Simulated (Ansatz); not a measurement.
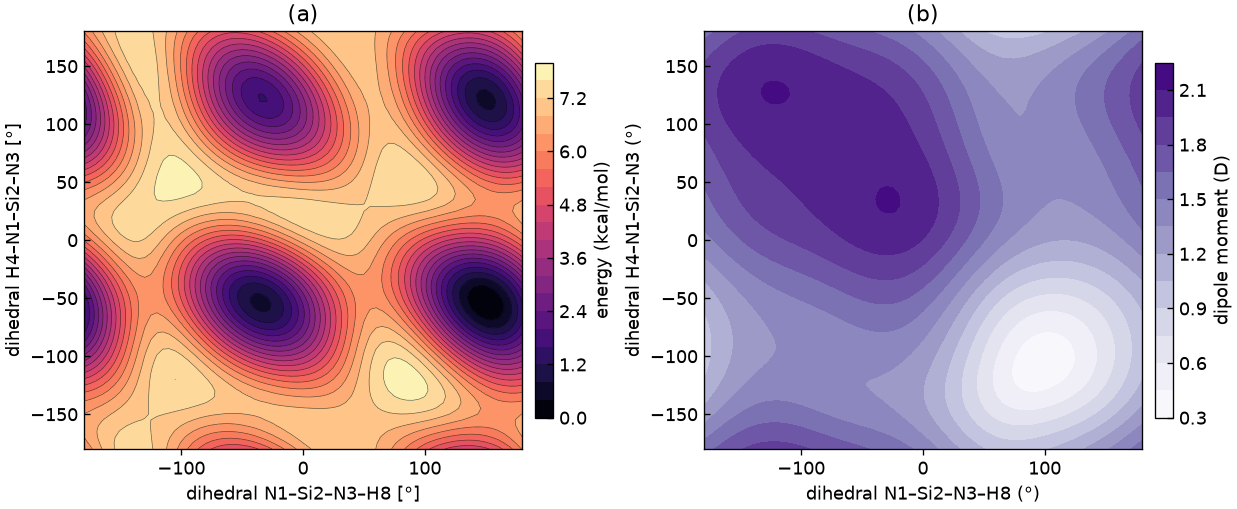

H₆N₂Si, SMILES N[SiH2]N. 
- First axis: dihedral N1–Si2–N3–H8. Second axis: dihedral H4–N1–Si2–N3.
- Nothing is relaxed (all other coordinates rigid).
- The scan uses an 18 × 18 grid.
- Points are written as (first, second).
- Energies: kcal/mol, counted from the relaxed molecule at the same level.
- Method: RHF/def2-SVP (Ansatz 0.2.0).

Panel (a) is the energy and panel (b) the computed dipole moment on the same grid.

The picture shows filled contours. Between grid points the surface is interpolated.

Question: How does the dipole moment vary over the map, and what is it at the lowest grid point?

Answer: Leaving out the highest fifth of the energies, it runs from 0.36 D at (100°, −100°) to 2.08 D at (−40°, 20°). At the lowest grid point, (160°, −60°), it is 0.88 D.

```csv
"dihedral H4–N1–Si2–N3 ↓, dihedral N1–Si2–N3–H8 →",−160,−120,−80,−40,0,40,80,120,160
140,1.99,2.09,2.02,1.93,1.74,1.41,1.29,1.44,1.70
100,1.95,2.06,2.03,2.02,1.88,1.54,1.35,1.45,1.68
60,1.82,1.96,2.00,2.07,1.99,1.66,1.40,1.38,1.55
20,1.69,1.87,1.97,2.08,2.02,1.69,1.39,1.31,1.43
−20,1.45,1.64,1.77,1.89,1.81,1.44,1.11,1.03,1.17
−60,1.22,1.41,1.51,1.61,1.51,1.09,0.68,0.63,0.88
−100,1.18,1.35,1.36,1.40,1.28,0.85,0.42,0.42,0.77
−140,1.36,1.51,1.43,1.36,1.21,0.82,0.53,0.63,0.96
−180,1.73,1.86,1.76,1.64,1.44,1.12,0.98,1.13,1.40
```

The table holds every second grid line.
